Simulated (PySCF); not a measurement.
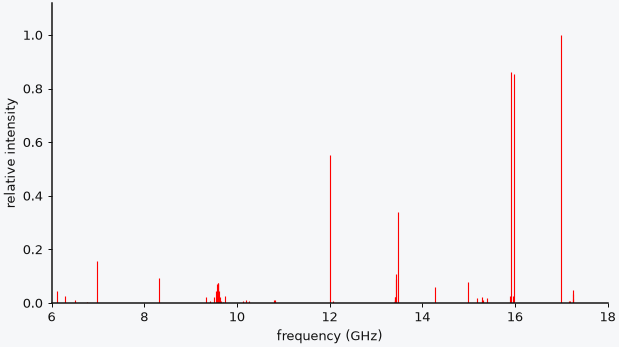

Simulated rotational absorption lines between 6 and 18 GHz at 1.5 K: rigid rotor with the equilibrium constants and dipole of one optimised conformer (PBE0-D3(BJ)/def2-SVP, PySCF), commonest isotopes; no centrifugal distortion, hyperfine structure, internal rotation or nuclear-spin weights; lines within 1 MHz of each other are summed.

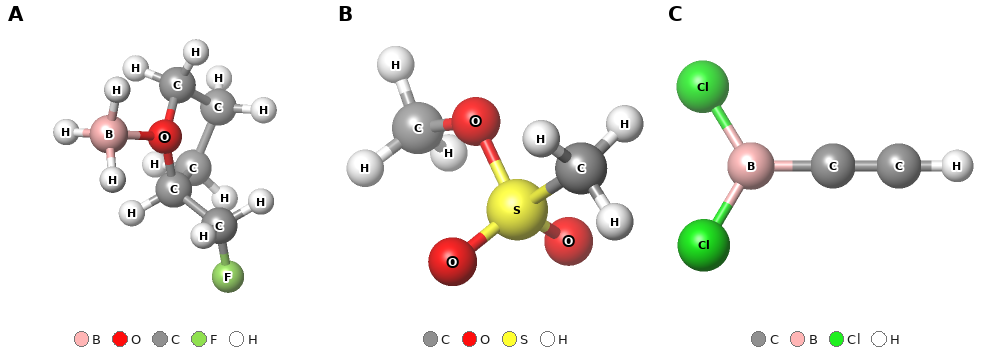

Question: Which molecule gives this spectrum? The candidates are drawn in the second picture.

Answer: Structure B, C₂H₆O₃S, SMILES COS(C)(=O)=O. Rotational constants A, B, C = 4.468, 2.585, 2.514 GHz, |μa|, |μb|, |μc| = 0.39, 2.90, 0.04 D.

Caveats: coarse grid, loose stop and no frequency check, small forces are noise and the end may be a saddle.
